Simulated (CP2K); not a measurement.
# C2F2 (SMILES FC#CF) at GFN1-xTB

Aim: the vertical singlet–triplet gap of C2F2 at GFN1-xTB, from 2 runs. 

The calculation is run with CP2K 2026.2.

11 further runs of the same task are left out: 8 that didn't finish, 3 set aside as unsound or not needed.

## (1) The system as given

C2F2 has 4 atoms, charge 0, and is taken as a singlet. SMILES: `FC#CF`. Geometry: relaxed at PBE0-D4/def2-TZVP.

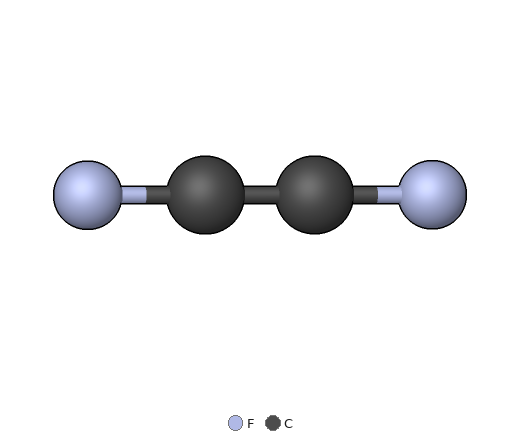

Viewed from a chosen angle; fluorine light blue, carbon dark grey.

## (2) A single-point energy at GFN1-xTB

qs.inp

```
&GLOBAL
   PROJECT_NAME qs
   RUN_TYPE ENERGY
   PRINT_LEVEL MEDIUM
&END GLOBAL

&FORCE_EVAL
   METHOD QUICKSTEP
   &DFT
      &QS
         METHOD XTB
         EPS_DEFAULT 1.0E-10
         &XTB
            GFN_TYPE 1
            CHECK_ATOMIC_CHARGES F
         &END XTB
      &END QS
      # cluster boundary conditions
      &POISSON
         PERIODIC NONE
         POISSON_SOLVER ANALYTIC
      &END POISSON
      # self-consistent field
      &SCF
         SCF_GUESS ATOMIC
         EPS_SCF 1.0E-07
         MAX_SCF 80
         ADDED_MOS 4
         &DIAGONALIZATION
            ALGORITHM STANDARD
         &END DIAGONALIZATION
         &MIXING
            METHOD BROYDEN_MIXING
            ALPHA 0.2
            NBUFFER 8
         &END MIXING
      &END SCF
      &PRINT
         &MOMENTS
            PERIODIC F
            REFERENCE COM
            MAX_MOMENT 1
         &END MOMENTS
         &MO ON
            ENERGIES T
            OCCUPATION_NUMBERS T
            NDIGITS 6
            &EACH
               QS_SCF 0
            &END EACH
            ADD_LAST NUMERIC
         &END MO
         &HIRSHFELD OFF
         &END HIRSHFELD
      &END PRINT
   &END DFT
   &SUBSYS
      # box in angstrom
      &CELL
         ABC 16.3 16.3 19.7
         PERIODIC NONE
      &END CELL
      &COORD
         F     -0.136400     0.128000     1.852800
         C     -0.033700     0.030200     0.583200
         C      0.061400    -0.060400    -0.593400
         F      0.164100    -0.158200    -1.863000
      &END COORD
      &TOPOLOGY
         &CENTER_COORDINATES
         &END CENTER_COORDINATES
      &END TOPOLOGY
   &END SUBSYS
&END FORCE_EVAL
```

The run is started by

```console
$ OMP_NUM_THREADS=1 cp2k.psmp -i qs.inp > qs.out 2>&1
```

Standard output:

```text
CP2K| version string:                                       CP2K version 2026.2
[...]
 GLOBAL| Method name                                                        CP2K
[...]
 GLOBAL| Run type                                                         ENERGY
[...]
                             - Atoms:                                          4
[...]
                             - Spherical basis functions:                     16
[...]
 Number of electrons:                                                         22
[...]
     1 NoMix/Diag. 0.20E+00    0.0     0.35962757       -14.3463526086 -1.43E+01
[...]
    13 Broy./Diag. 0.20E+00    0.0     0.00000008       -14.3970634280  5.66E-07
  *** SCF run converged in    13 steps ***
[...]
 TB_DIPOLE| Moment [Debye]         -0.00000000       0.00000000       0.00000000
 TB_DIPOLE| Derivative [a.u.]       0.00000000       0.00000000       0.00000000
[...]
 ENERGY| Total FORCE_EVAL ( QS ) energy [hartree]            -14.397063427998184
[...]
```

Run time: 0.26 s. Hardware: 1 thread of Arm Neoverse V1, shared host.

## (3) The triplet, same level

gas.inp

```
&GLOBAL
  PROJECT_NAME gas
  RUN_TYPE ENERGY
  PRINT_LEVEL MEDIUM
&END GLOBAL
&FORCE_EVAL
  METHOD QUICKSTEP
  &DFT
    MULTIPLICITY 3
    LSD T
    &QS
      METHOD XTB
      EPS_DEFAULT 1.0E-10
      &XTB
        GFN_TYPE 1
        CHECK_ATOMIC_CHARGES F
      &END XTB
    &END QS
    &POISSON
      PERIODIC NONE
      POISSON_SOLVER ANALYTIC
    &END POISSON
    &SCF
      SCF_GUESS ATOMIC
      EPS_SCF 1.0E-07
      MAX_SCF 80
      ADDED_MOS 4
      &DIAGONALIZATION
        ALGORITHM STANDARD
      &END DIAGONALIZATION
      &MIXING
        METHOD BROYDEN_MIXING
        ALPHA 0.2
        NBUFFER 8
      &END MIXING
    &END SCF
    &PRINT
      &MOMENTS
        PERIODIC F
        REFERENCE COM
        MAX_MOMENT 1
      &END MOMENTS
      &MO ON
        ENERGIES T
        OCCUPATION_NUMBERS T
        NDIGITS 6
        &EACH
          QS_SCF 0
        &END EACH
        ADD_LAST NUMERIC
      &END MO
      &HIRSHFELD OFF
      &END HIRSHFELD
    &END PRINT
  &END DFT
  &SUBSYS
    &CELL
      ABC 16.3 16.3 19.7
      PERIODIC NONE
    &END CELL
    &COORD
      F     -0.136400     0.128000     1.852800
      C     -0.033700     0.030200     0.583200
      C      0.061400    -0.060400    -0.593400
      F      0.164100    -0.158200    -1.863000
    &END COORD
    &TOPOLOGY
      &CENTER_COORDINATES
      &END CENTER_COORDINATES
    &END TOPOLOGY
  &END SUBSYS
&END FORCE_EVAL
```

The run is started by

```console
$ OMP_NUM_THREADS=1 cp2k.psmp -i gas.inp -o gas.out
```

Standard output:

```text
CP2K| version string:                                       CP2K version 2026.2
[...]
 GLOBAL| Method name                                                        CP2K
[...]
 GLOBAL| Run type                                                         ENERGY
[...]
                             - Atoms:                                          4
[...]
                             - Spherical basis functions:                     16
[...]
 Number of electrons:                                                         12
[...]
     1 NoMix/Diag. 0.20E+00    0.0     0.28389423       -14.0694710457 -1.41E+01
[...]
    23 Broy./Diag. 0.20E+00    0.0     0.00000010       -14.1164263079  5.33E-15
  *** SCF run converged in    23 steps ***
[...]
 TB_DIPOLE| Moment [Debye]          0.00000000      -0.00000000      -0.00000000
 TB_DIPOLE| Derivative [a.u.]       0.00000000       0.00000000       0.00000000
[...]
 ENERGY| Total FORCE_EVAL ( QS ) energy [hartree]            -14.116426307906201
[...]
```

Run time: 0.28 s. Hardware: 1 thread of Arm Neoverse V1, shared host.

## (4) Summary of results

Level: GFN1-xTB.

```
                                          quantity         value
                             singlet: total energy  -14.39706 Eh
singlet: dipole moment (from atomic charges alone)        0.00 D
                              singlet: HOMO energy     -12.82 eV
                              singlet: LUMO energy      -5.25 eV
                            singlet: HOMO–LUMO gap       7.58 eV
                        singlet: dispersion energy  -1.54 kJ/mol
                             triplet: total energy  -14.11643 Eh
triplet: dipole moment (from atomic charges alone)        0.00 D
       triplet: HOMO energy (highest over α and β)      -5.01 eV
                        triplet: dispersion energy  -1.54 kJ/mol
  vertical energy of the triplet above the singlet      7.637 eV
```

**Reading.** The method runs without spin polarisation, so open shells lack the exchange term that lowers high spin: such gaps come out too high and can have the wrong sign. At this shape the triplet lies 7.64 eV (176 kcal/mol) above the singlet.
